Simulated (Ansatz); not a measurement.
# InH2F (SMILES [H][In]([H])[F]): r2SCAN0/STO-3G

What is the vertical singlet–triplet gap of InH2F at r2SCAN0/STO-3G? 

Program for the calculation: Ansatz 0.2.0.

58 further runs of the same task are left out: 2 that didn't finish, 56 set aside as unsound or not needed.

## Step 1: The structure to begin with

InH2F has 4 atoms, charge 0, and is taken as a singlet. As SMILES, `[H][In]([H])[F]`. The shape comes from GFN2-xTB, which is rough for such elements, and wasn't checked as a minimum.

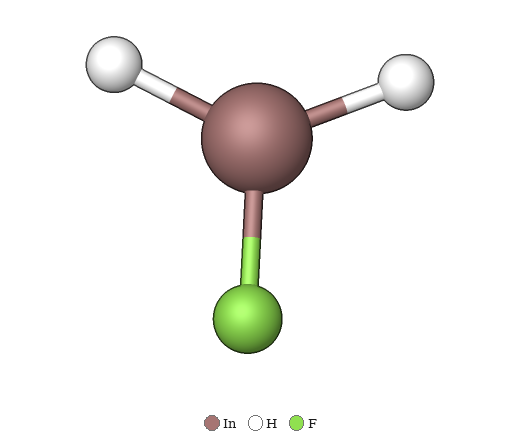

Viewed from a chosen angle; indium brown, hydrogen white, fluorine green.

## Step 2: The energy at r2SCAN0/STO-3G

File run.yaml:

```yaml
crystal:
  periodic: [false, false, false]
  atoms:
    - {symbol: In, position_ang: [0.069180, 0.117330, -0.000190]}
    - {symbol: H, position_ang: [1.751200, -0.073770, 0.013580]}
    - {symbol: H, position_ang: [-0.891440, 1.509340, -0.018860]}
    - {symbol: F, position_ang: [-0.928940, -1.552910, 0.005460]}
basis:
  gaussian: {orbitals: STO-3G}
hamiltonian: {xc: {name: r2SCAN0}}
accuracy: high
```

Run with:

```sh
$ ansatz run run.yaml --threads 1 --pin off --max-ram 2610MiB --events-out events.jsonl --progress --plain --runs-dir runs
```

The program printed:

```text
Warning: RAYON_NUM_THREADS=1 ignored (pool sized by the plan → 1); use --threads N
Functional definition: r2SCAN0
  name "r2SCAN0"
  parameter a = 0.25
  parameter k0 = 0.174
  parameter k1 = 0.065
  parameter a1 = 4.9479
  exchange = (1 - a)*r2scan_x(k0 = k0, k1 = k1, a1 = a1) + a*exact_x
  correlation = r2scan_c
623 factors; integrals over basis functions are off by at most 4.0e-9 eV
mean field evaluation 1: about -157407.8746 eV, gradient 1.8e1 eV
mean field evaluation 2: about -157398.2504 eV, gradient 6.2e1 eV
mean field evaluation 4: about -157409.6779 eV, gradient 7.0e-1 eV
mean field evaluation 8: about -157409.6372 eV, gradient 5.2e-3 eV
mean field evaluation 16: about -157409.6372 eV, gradient 1.2e-8 eV
mean field -157409.63717026 eV, -5784.6974699228 hartree, gradient 1.5e-8 eV, S^2 0.000000; 0 other end points of the search recorded, 0 dependent functions left out
reference -157409.63717055 eV, -5784.6974699335 hartree; 30, 30 occupied and 4, 4 virtual orbitals, 623 factors
Total energy: -157409.63717055 eV, -5784.6974699335 hartree
```

Run time: 3.3 s. Hardware: 1 thread of Arm Neoverse V2, shared host; peak memory 0.15 GiB.

## Step 3: The triplet, same level

File in.yaml:

```yaml
crystal:
  periodic: [false, false, false]
  atoms:
    - symbol: In
      position_ang: [0.069180, 0.117330, -0.000190]
    - symbol: H
      position_ang: [1.751200, -0.073770, 0.013580]
    - symbol: H
      position_ang: [-0.891440, 1.509340, -0.018860]
    - symbol: F
      position_ang: [-0.928940, -1.552910, 0.005460]
basis:
  gaussian: {orbitals: STO-3G}
hamiltonian: {xc: {name: r2SCAN0}}
accuracy: high
magnetization: {spin_polarized: true, initial_magnetization: 2}
```

Run with:

```sh
$ ansatz run in.yaml --threads 1 --pin off --max-ram 2610MiB --events-out events.jsonl --progress --plain --runs-dir runs
```

The program printed (excerpt; [...] marks lines left out):

```text
Warning: RAYON_NUM_THREADS=1 ignored (pool sized by the plan → 1); use --threads N
[... 8 set-up lines as earlier in the session ...]
623 factors; integrals over basis functions are off by at most 4.0e-9 eV
mean field evaluation 1: about -157402.3398 eV, gradient 1.7e1 eV
mean field evaluation 2: about -157397.0418 eV, gradient 3.2e1 eV
mean field evaluation 4: about -157405.0323 eV, gradient 4.9e0 eV
mean field evaluation 8: about -157405.2188 eV, gradient 3.8e-2 eV
mean field evaluation 16: about -157405.2188 eV, gradient 1.9e-4 eV
mean field evaluation 32: about -157404.5865 eV, gradient 4.6e0 eV
mean field -157405.21884244 eV, -5784.5350993705 hartree, gradient 8.0e-8 eV, S^2 2.002979; 4 other end points of the search recorded, 0 dependent functions left out
reference -157405.21884306 eV, -5784.5350993929 hartree; 31, 29 occupied and 3, 5 virtual orbitals, 623 factors
Total energy: -157405.21884306 eV, -5784.5350993929 hartree
```

It took 9 s on 1 thread of Arm Neoverse V2, shared host; peak memory 0.26 GiB.

## Step 4: Results

Level: r2SCAN0/STO-3G.

```
                                        quantity           value
                           singlet: total energy  -5784.69747 Eh
                           triplet: total energy  -5784.53510 Eh
                                   triplet: ⟨S²⟩           2.003
vertical energy of the triplet above the singlet        4.418 eV
```

At this shape the triplet lies 4.42 eV (102 kcal/mol) above the singlet. In a minimal basis such a difference can be off by several eV, whatever the method. Relativity is left out (singlet) although the molecule holds a heavy atom. Relativity is left out (triplet) although the molecule holds a heavy atom.
